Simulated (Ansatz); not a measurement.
# UCAM-B3LYP/6-31G(d) (spherical functions) run of PH2 (SMILES [PH2])

Aim: the energy change on altering one bond length of PH2 at UCAM-B3LYP/6-31G* (spherical functions), from 2 runs. 

Program for the calculation: Ansatz 0.2.0.

39 further runs of the same task are left out: 39 set aside as unsound or not needed.

## (1) The structure to begin with

PH2: 3 atoms, total charge 0, spin state doublet. SMILES: `[PH2]`. Geometry: relaxed at PBE0-D4/def2-TZVP.

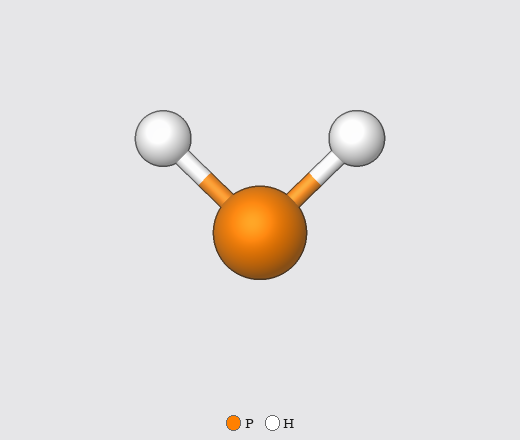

Viewed from a chosen angle; phosphorus orange, hydrogen white.

## (2) A single-point energy at UCAM-B3LYP/6-31G(d) (spherical functions)

run.yaml

```yaml
crystal:
  periodic: [false, false, false]
  atoms:
    - {symbol: P, position_ang: [0.525730, -0.309370, 0.258210]}
    - {symbol: H, position_ang: [0.114640, 1.051490, 0.176750]}
    - {symbol: H, position_ang: [-0.640370, -0.742120, -0.434970]}
basis:
  gaussian:
    orbitals: 6-31G_st_-spherical.json
magnetization:
  spin_polarized: true
  initial_magnetization: 1
hamiltonian:
  xc: {name: CAM-B3LYP}
accuracy: high
```

The basis set 6-31G* is read from a file made from the Basis Set Exchange's data (not shown).

Command:

```console
$ ansatz run run.yaml --threads 1 --pin off --max-ram 3480MiB --events-out events.jsonl --progress --plain --runs-dir runs
```

Log:

```text
Warning: RAYON_NUM_THREADS=1 ignored (pool sized by the plan → 1); use --threads N
Functional definition: CAM-B3LYP
  name "CAM-B3LYP"
  parameter alpha = 0.19
  parameter beta = 0.46
  parameter omega = 0.33/bohr
  parameter ac = 0.81
  exchange = (1 - alpha - beta)*b88_x + beta*b88_x_sr(omega) + alpha*exact_x + beta*exact_x_lr(omega)
  correlation = (1 - ac)*vwn5_c + ac*lyp_c
380 factors; integrals over basis functions are off by at most 3.4e-9 eV
157 factors; integrals over basis functions are off by at most 1.2e-9 eV
mean field evaluation 1: about -9319.2928 eV, gradient 3.4e0 eV
mean field evaluation 2: about -9319.3911 eV, gradient 1.4e0 eV
mean field evaluation 4: about -9319.4564 eV, gradient 4.3e-1 eV
mean field evaluation 8: about -9319.4583 eV, gradient 7.2e-3 eV
mean field evaluation 16: about -9319.4583 eV, gradient 8.0e-7 eV
mean field -9319.45834065 eV, -342.4837770631 hartree, gradient 9.8e-8 eV, S^2 0.753973; 0 other end points of the search recorded, 0 dependent functions left out
reference -9319.45835364 eV, -342.4837775404 hartree; 9, 8 occupied and 13, 14 virtual orbitals, 380 factors
Total energy: -9319.45835364 eV, -342.4837775404 hartree
```

It took 1.6 s on 1 thread of Arm Neoverse V1, shared host; peak memory 0.099 GiB.

## (3) The distorted shape

in.yaml

```yaml
crystal:
  periodic: [false, false, false]
  atoms:
    - {symbol: P, position_ang: [0.817251, -0.201184, 0.431502]}
    - {symbol: H, position_ang: [0.406161, 1.159676, 0.350042]}
    - {symbol: H, position_ang: [-0.640370, -0.742120, -0.434970]}
basis:
  gaussian:
    orbitals: 6-31G_st_-spherical.json
accuracy: high
magnetization:
  spin_polarized: true
  initial_magnetization: 1
hamiltonian:
  xc: {name: CAM-B3LYP}
```

The basis set 6-31G* is read from a file made from the Basis Set Exchange's data (not shown).

Command:

```console
$ ansatz run in.yaml --threads 1 --pin off --max-ram 3480MiB --events-out events.jsonl --progress --plain --runs-dir runs
```

Log (excerpt; [...] marks lines left out):

```text
Warning: RAYON_NUM_THREADS=1 ignored (pool sized by the plan → 1); use --threads N
[... 8 set-up lines as earlier in the session ...]
382 factors; integrals over basis functions are off by at most 3.4e-9 eV
158 factors; integrals over basis functions are off by at most 1.0e-9 eV
mean field evaluation 1: about -9318.5207 eV, gradient 3.2e0 eV
mean field evaluation 2: about -9318.6064 eV, gradient 1.5e0 eV
mean field evaluation 4: about -9318.6244 eV, gradient 4.3e-1 eV
mean field evaluation 8: about -9318.6642 eV, gradient 2.9e-2 eV
mean field evaluation 16: about -9318.6643 eV, gradient 7.5e-5 eV
mean field -9318.66426178 eV, -342.4545952028 hartree, gradient 5.7e-8 eV, S^2 0.755382; 0 other end points of the search recorded, 0 dependent functions left out
reference -9318.66427477 eV, -342.4545956804 hartree; 9, 8 occupied and 13, 14 virtual orbitals, 382 factors
Total energy: -9318.66427477 eV, -342.4545956804 hartree
```

Wall time 1.8 s (1 thread of Arm Neoverse V1, shared host); peak memory 0.1 GiB.

## (4) What came out

Level: UCAM-B3LYP/6-31G* (spherical functions).

```
                                                         quantity          value
                                        first shape: total energy  -342.48378 Eh
                                                first shape: ⟨S²⟩          0.754
                                    distorted shape: total energy  -342.45460 Eh
                                            distorted shape: ⟨S²⟩          0.755
energy change with the P1–H3 bond stretched from 1.424 to 1.780 Å       0.794 eV
```

**Reading.** With the P1–H3 bond stretched from 1.424 to 1.780 Å the energy rises by 0.79 eV (18.3 kcal/mol). The first shape isn't relaxed at this level, so the change isn't measured from a minimum.
